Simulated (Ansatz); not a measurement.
One crystal and one scan (energy against volume) at two levels, PBE (plane waves to 420 eV, PAW, scalar-relativistic; Ansatz, a quantum-chemistry and plane-wave program) and PBEsol (plane waves to 420 eV, PAW, scalar-relativistic; Ansatz), each from its own relaxed cell and on its own mesh. The cell shown is that of PBE.

ZnCu (CsCl type)

```xyz
2
Lattice="2.9638 0.0000 0.0000 0.0000 2.9638 0.0000 0.0000 0.0000 2.9638" Properties=species:S:1:pos:R:3 pbc="T T T"
Zn     1.4819     1.4819     1.4819
Cu     0.0000     0.0000     0.0000
```

This relaxed cell (volume V₀) is scaled evenly in all directions, its shape held. Symmetry pins the atoms to their sites.

The energy includes the smearing's −TS. ZnCu is run without spin polarisation. ZnCu was relaxed with its symmetry unable to fall. Percentages come from the unrounded values. Both scans cover V/V₀ from 0.940 to 1.060.

| quantity | PBE | PBEsol | PBE − PBEsol |
|---|---|---|---|
| Lattice constant a (Å) | 2.964 | 2.908 | +0.056 (+1.9 %) |
| Pressure at the smallest volume (GPa) | 8.3 | 9.9 | -1.6 (-16 %) |
| Energy cost of the largest compression (meV/atom) | 19 | 21 | -2 (-11 %) |
| Energy cost of the largest expansion (meV/atom) | 15 | 17 | -2 |
| Bulk modulus B₀ (third-order Birch-Murnaghan fit) (GPa) | 114.8 | 137.1 | -22.3 (-16 %) |
| Pressure derivative B₀′ (fit) | 5.0 | 5.0 | 0.0 |
| Pressure for 5 % compression (fit) (GPa) | 6.7 | 8.0 | -1.3 (-16 %) |

PBE gives the higher value for: lattice constant a. PBE gives the lower value for: pressure at the smallest volume; bulk modulus B₀; pressure for 5 % compression.

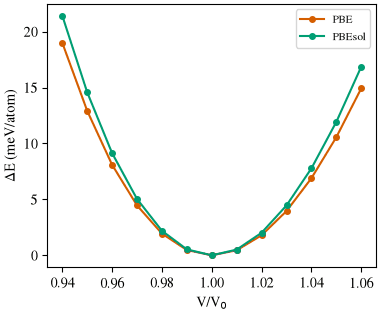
Figure: ΔE, each from the relaxed starting cell of its own level.

(Under strain, the slope of the energy per volume gives the stress and its curvature an elastic modulus.)
